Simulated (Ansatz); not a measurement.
## VO2F (Cc):O_F, thermodynamic levels from a 64-atom cell

Wanted: the transition levels of a antisite in VO2F (Cc), from a cell of 64 host atoms with 1 F taken out and 1 O put in.

Calculated with Ansatz 0.2.0; place-levels on PBEsol runs: charge-transition levels and formation energies with image-charge correction and potential alignment at the atomic sites.

## 1. Set-up

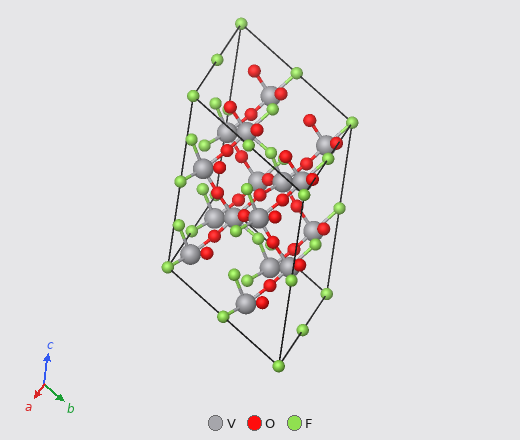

Start, viewed slightly off an axis; vanadium grey, oxygen red, fluorine green. Bonds to atoms that aren't drawn are left out. Some periodic images of atoms are drawn too.

The cell holds 64 atoms: 16 V, 33 O and 15 F. Its edges and angles: a = 10.492 Å, b = 10.492 Å, c = 10.358 Å, α = 119.4°, β = 119.4°, γ = 58.5°. It derives from VO2F (space group Cc). Nearest the centre at fractional (0.801, 0.272, 0.586): O48 at 0.00 Å, V42 at 1.90 Å, V33 at 2.06 Å, O46 at 2.58 Å, F47 at 2.61 Å, F39 at 2.61 Å, O13 at 2.64 Å, O45 at 2.64 Å.

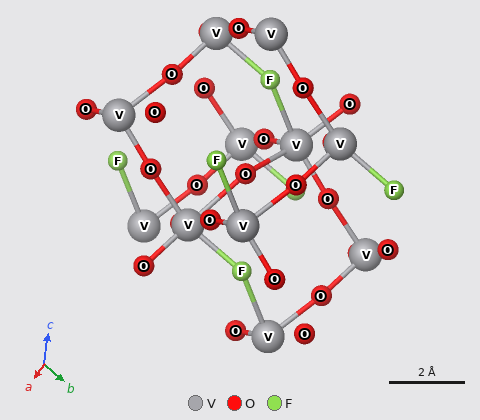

The atoms within 5 Å of the centre. Bonds to atoms that aren't drawn are left out.

The host's dielectric constants go in as inputs: principal values (4.32, 4.78, 6.43) for the electrons alone, principal values (7.47, 17.42, 45.45) with the ions, from a response run on this crystal (DFPT, PBEsol) at that run's own cell.

The cell's shortest repeat is 10.3 Å.

## 2. Charge states

Levels follow from differences of total energies between charge states, each relaxed by itself.

Each atom starts 0.05 Å or so off its site in a random direction. Forces are taken at one point at (¼, ¼, ¼). The cell holds 1 electron more than the neutral one, with a uniform background that keeps it neutral on the whole.

The sampling was tested on the host first: at the k-points planned (1x1x1 shifted 0.25 0.25 0.25) its energy lies -0.001 eV an atom from the dense-mesh value, under the bound of 0.02 eV set for this test; that bounds the host's error, not the defect's.

One of the inputs; charge, spin and start change from state to state.

qm1.relax/input.yaml reads:

```yaml
crystal:
  lattice:
    - [9.1549039, -5.12504429, -0.00491974]
    - [9.1549039, 5.12504429, -0.00491974]
    - [-5.82112496, 0.0, 8.56778155]
  atoms:
    - { symbol: V, position: [0.38322631, 0.11783034, 0.39806361] }
    - { symbol: V, position: [0.11783034, 0.38322631, 0.14806361] }
[... 7 atom lines left out ...]
    - { symbol: V, position: [0.11783034, 0.38322631, 0.64806361] }
    - { symbol: O, position: [0.24473451, 0.04972783, 0.80481959] }
    - { symbol: O, position: [-0.00486438, 0.51556765, 0.77941629] }
    - { symbol: O, position: [0.04972783, 0.24473451, 0.55481959] }
[... 6 atom lines left out ...]
    - { symbol: O, position: [-0.00486438, 1.01556765, 0.27941629] }
[... 5 atom lines left out ...]
    - { symbol: V, position: [0.11783034, 0.88322631, 0.64806361] }
[... 1 atom line left out ...]
    - { symbol: O, position: [-0.00486438, 1.01556765, 0.77941629] }
[... 1 atom line left out ...]
    - { symbol: O, position: [0.51556765, 0.49513562, 0.52941629] }
[... 2 atom lines left out ...]
    - { symbol: V, position: [0.88322631, 0.11783034, 0.39806361] }
[... 1 atom line left out ...]
    - { symbol: O, position: [0.74473451, 0.04972783, 0.30481959] }
[... 3 atom lines left out ...]
    - { symbol: F, position: [0.77176588, 0.30079637, 0.33587651] }
[... 1 atom line left out ...]
    - { symbol: V, position: [0.88322631, 0.11783034, 0.89806361] }
    - { symbol: V, position: [0.61783034, 0.38322631, 0.64806361] }
[... 1 atom line left out ...]
    - { symbol: O, position: [0.49513562, 0.51556765, 0.77941629] }
    - { symbol: O, position: [0.54972783, 0.24473451, 0.55481959] }
    - { symbol: O, position: [1.01556765, -0.00486438, 0.52941629] }
    - { symbol: F, position: [0.77176588, 0.30079637, 0.83587651] }
    - { symbol: O, position: [0.80079637, 0.27176588, 0.58587651] }
[... 8 atom lines left out ...]
    - { symbol: V, position: [0.88322631, 0.61783034, 0.89806361] }
[... 1 atom line left out ...]
    - { symbol: O, position: [0.74473451, 0.54972783, 0.80481959] }
[... 4 atom lines left out ...]
    - { symbol: F, position: [0.80079637, 0.77176588, 0.58587651] }
  host:
    repeats: [2, 2, 2]
    atoms:
      - { symbol: V, position: [0.76645262, 0.23566067, 0.79612723] }
      - { symbol: V, position: [0.23566067, 0.76645262, 0.29612723] }
      # ... 6 more atoms of the perfect host
total_charge: -1
basis:
  ecutwfc: 420
  xc_grid: 2
hamiltonian:
  xc: pbesol
kpoints:
  mp_grid: { grid: [1, 1, 1], shift: [0.25, 0.25, 0.25] }
scf:
  occupations: { method: fixed }
  max_iter: 100
output:
  forces: true
  charged_corrections:
    epsilon: [[5.36, 0.0, -1.05], [0.0, 4.78, 0.0], [-1.05, 0.0, 5.39]]
    static_epsilon: [[25.77, 0.0, -18.98], [0.0, 17.42, 0.0], [-18.98, 0.0, 27.15]]
    defect_position: [0.800796, 0.271766, 0.585877]
relax:
  f_tol: 0.02
  max_steps: 80
  random_displacement: { amplitude: 0.05, seed: 2081 }
checkpoint:
  write: "../qm1.relax.run"
  compress: false
  write_wavefunctions: true
  write_every: 100000
```

Run with:

```console
$ ansatz run input.yaml --threads 4 --pin off --max-ram 7536MiB --backend cpu --events-out ev --progress --plain --runs-dir out
```

Defect states can disperse in a cell of this size, so the energy is taken again at a 2×2×2 shifted mesh, on the relaxed structure.

The run of this state that the levels use, under PBEsol:

qm1.point/input.yaml reads:

```yaml
crystal:
  checkpoint: "../qm1.relax.run"
  host: checkpoint
total_charge: -1
basis:
  ecutwfc: 420
  xc_grid: 2
hamiltonian:
  xc: pbesol
kpoints:
  mp_grid: { grid: [2, 2, 2], shift: [0.5, 0.5, 0.5] }
scf:
  occupations: { method: fermi_dirac, width: 0.01 }
  max_iter: 100
output:
  forces: true
  eigenvalues: true
  charged_corrections:
    epsilon: [[5.36, 0.0, -1.05], [0.0, 4.78, 0.0], [-1.05, 0.0, 5.39]]
    static_epsilon: [[25.77, 0.0, -18.98], [0.0, 17.42, 0.0], [-18.98, 0.0, 27.15]]
    defect_position: [0.800796, 0.271766, 0.585877]
  eigenstates: { localisation: true }
  populations: true
  band_densities: [{ bands: [v1, v1] }, { bands: [c1, c1] }]
  write_density: true
  write_potential: true
  volumetric_format: npy
  elf: true
checkpoint:
  read: "../qm1.relax.run"
  write: "../qm1.point.run"
  compress: false
  write_wavefunctions: false
  write_every: 100000
```

Relaxations under PBEsol at one point at (¼, ¼, ¼); times on 4 threads of Arm Neoverse V1, shared host:

```csv
charge,moment (μB),occupations,outcome,steps,largest displacement against the far atoms (Å),time
−1,0,fixed,converged,11,0.22,3 min
0,1,fixed,converged,14,0.23,9.7 min
```

Single points under PBEsol at a 2×2×2 shifted mesh; times on 4 threads of Arm Neoverse V1, shared host:

```csv
charge,moment (μB),occupations,outcome,time
−1,0,fermi-dirac,converged,1.9 min
0,1,fermi-dirac,converged,4.9 min
```

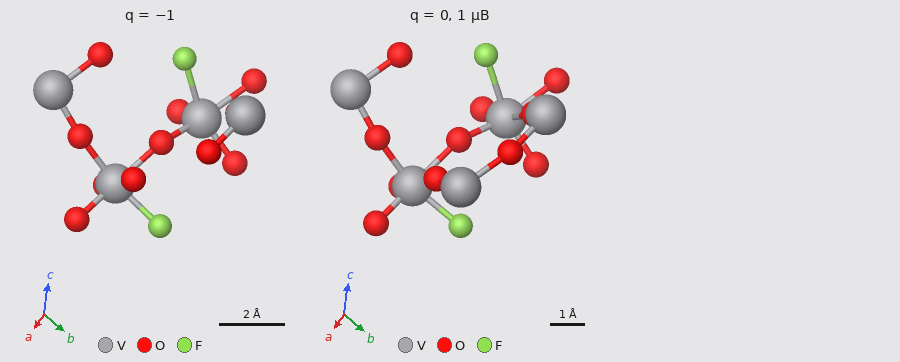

The structures near the centre after relaxation with PBEsol, by charge. Bonds to atoms that aren't drawn are left out.

Distances (Å) from O48 to the nearest atoms after relaxation with PBEsol:

```csv
charge,moment (μB),1.,2.,3.,4.,5.,6.
−1,0,V 1.72,V 1.90,O 2.56,F 2.58,O 2.62,O 2.65
0,1,V 1.75,V 2.00,O 2.52,O 2.57,F 2.61,O 2.62
```

## 3. place-levels, PBEsol

A charged cell interacts with its images and the background, and its potential has another zero than the host's. place-levels removes the first by a point-charge model, screened by the static dielectric constant since the ions have relaxed around the charge, and the second by comparing potentials at atoms far from the defect.

The host is a run of the defect-free crystal in the same cutoffs, grids and k-points, so that basis and sampling errors cancel in part in the differences. The host is run in a cell of 8 atoms on a matching mesh. Its band edges are searched through the zone by a band path, so the gap is smaller than, or equal to, that on the mesh. Chemical potentials are energies per atom of F (F2 molecule) and O (O2 molecule), run with the same functional and cutoff.

levels.point.yaml reads:

```yaml
host:
  run: host.point.run
states: [qm1.point.run, q0_M1.point.run]
geometry_from:
  qm1.point.run: qm1.relax.run
  q0_M1.point.run: q0_M1.relax.run
  host.point.run: host.relax.run
chemical_potentials:
  F:
    energy: -797.642924
    dataset: <sha256 of the dataset>
  O:
    energy: -558.282649
    dataset: "<sha256 of the dataset>"
epsilon:
  - [5.36, 0.0, -1.05]
  - [0.0, 4.78, 0.0]
  - [-1.05, 0.0, 5.39]
static_epsilon:
  - [25.77, 0.0, -18.98]
  - [0.0, 17.42, 0.0]
  - [-18.98, 0.0, 27.15]
vertical:
  - { from: qm1.point.run, to: qm1.point_neutral.run }
```

Run with:

```console
$ ansatz place-levels levels.point.yaml -- --threads 4 --pin off --max-ram 7536MiB
```

Numbers of over 12 decimals in the logs are rounded to 6 here.

The log of the run:

```text
[... repeated set-up lines and file paths are left out, and long positions are rounded to six places ...]
(0/-1) 0.089 eV above the valence edge, 1.493 eV under the conduction edge
formation energy of charge 0: +3.117 eV with the Fermi level at the valence edge
formation energy of charge -1: +3.206 eV with the Fermi level at the valence edge
vertical -1 to 0: no energy, since no alignment is typed
  the change from vertical[0].from (qm1.point.run) to vertical[0].to (qm1.point_neutral.run): by its potential at epsilon [[5.36, 0, -1.05], [0, 4.78, 0], [-1.05, 0, 5.39]] it stands at 0.648 0.376 0.546, with an rms radius of about 4.9 Å (3.1 2.6 2.7 Å [...]
  edges by pbesol, gap 1.581 eV; the host is sampled to repeats of 20.50 Å
  the defect's cells are sampled to repeats of 20.50 Å, like sampling
  charge 0: +0.000 eV for its dipole among its images, +0.000 omitted
  charge -1: -76703.9025 eV with its correction of +0.006 eV, at epsilon [[25.77, 0, -18.98], [0, 17.42, 0], [-18.98, 0, 27.15]], aligned at sites: +0.1086 eV, mean over 22 atomic sites at or beyond 5.13 Å from the host's site at [0.8022, 0.2677, 0.5880] by [...]
  of states[1] (q0_M1.point.run): its alignment with the host at atomic sites is doubtful: the mean over the far sites moves by -0.0508 eV from their farther parts to their nearer, more than 0.05 eV. [...]
  of states[0] (qm1.point.run): it parts from the run at its places by a charge that spreads by about 3.1 Å along one vector (1.5 Å or more is wide), by its potential at epsilon [[5.36, 0, -1.05], [0, 4.78, 0], [-1.05, 0, 5.39]], taken for that of held ions [...]
  of vertical[0].from (qm1.point.run): its displacements don't fall off away from the defect: farther atoms stand 0.049 Å off the host's places. [...]
  vertical[0].to (qm1.point_neutral.run): levels filled in part (TS 0.004 eV): its energy is of no whole electron's
  of vertical[0].to (qm1.point_neutral.run): its displacements don't fall off away from the defect: farther atoms stand 0.049 Å off the host's places. [...]
```

The job ended after 0.24 s (4 threads of Arm Neoverse V1, shared host).

Levels between the charges placed, in eV above the valence top:

```csv
,gap (eV),(0/−1)
PBEsol,1.58,0.09
```

Corrections by state:

```csv
charge,moment (μB),image terms and alignment (eV),band filling (eV),ε used,"over the lowest of its charge, as the program ranks them, band filling apart (eV)"
0,1.0,0.000,-,-,0.000
−1,0.0,0.006,-,"principal values (7.47, 17.42, 45.45)",0.000
```

The charged structures listed were also run neutral, and place-levels reads from each pair, by the potential or the spins, how wide the charge is by which they differ; that can be the carrier of either run.

```csv
charge,rms radius (Å),spread where it is widest against the cell (Å),wide from (Å),reading
−1,4.9,3.10,1.47,wide
```

The neutral runs of these pairs need not share the spin of the lowest neutral state, and very wide values only mean spread over the cell.

From the program's caveats on the states, each cut to its opening words:

- charge 0 (1 μB): its alignment with the host at atomic sites is doubtful: the mean over the far sites moves by -0.0508 eV from their farther parts to their nearer, more than [...]
- charge 0 (1 μB): its sublattices stand up to 0.0739 Å off the host's, which by the two runs' forces adds about +0.02 eV to its energy against the host's, and moves the band [...]
- charge 0 (1 μB): its displacements don't fall off away from the defect: farther atoms stand 0.1 Å off the host's places
- charge −1: it parts from the run at its places by a charge that spreads by about 3.1 Å along one vector (1.5 Å or more is wide), by its potential at epsilon [[5.36, 0, [...]
- charge −1: its alignment with the host at atomic sites is doubtful: the mean over the far sites moves by -0.1678 eV from their farther parts to their nearer, more than [...]
- charge −1: its displacements don't fall off away from the defect: farther atoms stand 0.049 Å off the host's places

Chemical potentials of the elements' reference phases, run alike. Formation energy by charge state (elemental references; gap 1.58 eV):

```csv
charge,at valence top (eV),at conduction bottom (eV),correction included (eV)
0,3.12,3.12,0.00
−1,3.21,1.62,0.01
```

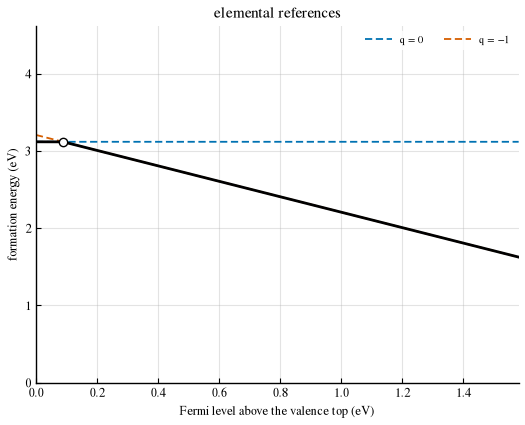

Formation energy against Fermi level; the thick line follows the lowest charge state and circles mark the transition levels.

## 4. Effect of the sampling

The relaxations' own energies give the levels at their sampling, for comparison.

levels.relax_mesh.yaml reads:

```yaml
host:
  run: host.relax.run
states: [qm1.relax.run, q0_M1.relax.run]
chemical_potentials:
  F:
    energy: -797.642924
    dataset: <sha256 of the dataset>
  O:
    energy: -558.282649
    dataset: "<sha256 of the dataset>"
```

Run with:

```console
$ ansatz place-levels levels.relax_mesh.yaml -- --threads 4 --pin off --max-ram 7536MiB
```

The log of the run:

```text
(0/-1) 0.099 eV above the valence edge, 1.487 eV under the conduction edge
formation energy of charge 0: +3.116 eV with the Fermi level at the valence edge
formation energy of charge -1: +3.215 eV with the Fermi level at the valence edge
  edges by pbesol, gap 1.586 eV; the host is sampled to repeats of 10.25 Å
[... the lines on each state left out ...]
```

It took 0.1 s on 4 threads.

Levels between neighbouring charges, in eV above the valence top:

```csv
,gap (eV),(0/−1)
"one point at (¼, ¼, ¼)",1.59,0.10
a 2×2×2 shifted mesh,1.58,0.09
```

Going from one point at (¼, ¼, ¼) to a 2×2×2 shifted mesh moves the levels that carry no band-filling term by up to 0.01 eV and formation energies against the elements by up to 0.01 eV.

## 5. Summary of results

| Quantity | Value |
| --- | --- |
| gap of the host | 1.58 eV (PBEsol) |
| level (0/minus 1) | 0.09 eV above the valence top |
| lowest of the charges placed, just above the valence top (0.02 eV) | 0 |
| lowest of the charges placed, just below the conduction bottom (0.02 eV) | −1 |
| lowest formation energy at mid-gap of the charges run, elemental references | 2.42 eV |

Of the charges placed (−1 and 0), the lowest changes at 0.09 eV (0/−1) above the valence top, in a gap of 1.58 eV. (0/−1) lies 0.09 eV from a band edge, less than the doubt on such levels. Charges above 0 and below −1 were not placed, so these runs say nothing of levels that involve them. States placed: 0 at 1 μB; −1 at 0 μB. Other spin states or structures, where not listed, weren't placed. Going from one point at (¼, ¼, ¼) to a 2×2×2 shifted mesh moves the levels that carry no band-filling term by up to 0.01 eV and formation energies against the elements by up to 0.01 eV. The program doubts the alignment of potentials for at least one state, a sign that the cell is small. What this leaves open: PBEsol makes the gap too small and tends to spread out bound carriers; where a gas molecule sets a chemical potential or the host's formation energy, its binding is uncorrected; force components of up to 0.18 eV/Å remain in a run at the final settings.

[Logs are printed without paths, hosts, clocks, repeated set-up lines and the standing remarks that a program may print on its own settings, such as how far it seeks lower states.]

[Hosts, paths, dates, database ids (printed as entryN), source tags and the programs' standing remarks are cut or masked in the printed files.]

[Where a table of states has a column of steps, it counts the stored structures, which are thinned; the runs took as many ionic steps or more.]

[A defect's name tells the site on which it was built; relaxed atoms can leave that site.]

[For some hosts the program warned that the k-mesh of the response run may be too coarse for force constants and the static dielectric constant; such warnings are not shown here.]
